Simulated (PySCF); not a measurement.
Vertical excitations of a molecule C₄H₁₁NSi from PySCF with TDA-PBE0/def2-SVPD, as energy in eV (oscillator strength): 5.92 (0.003), 6.41 (0.026), 6.69 (0.036), 7.09 (0.581), 7.23 (0.001), 7.30 (0.005). Lowest triplet (TDA): 4.15 eV. The structure is a stationary point at B3LYP-D3(BJ)/def2-SVP. The values are those of a single conformer.

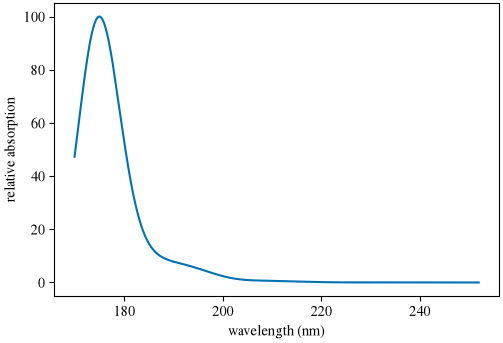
Fig. 1. The lines broadened by 0.4 eV.

### Question
Pick the molecule that these values belong to.
A) C/C=C/[Si@H](C)N
B) CCN1C[SiH2]C1
C) C=C[Si@H](N)CC
D) CC/N=C/C[SiH3]

### Answer
A, C/C=C/[Si@H](C)N
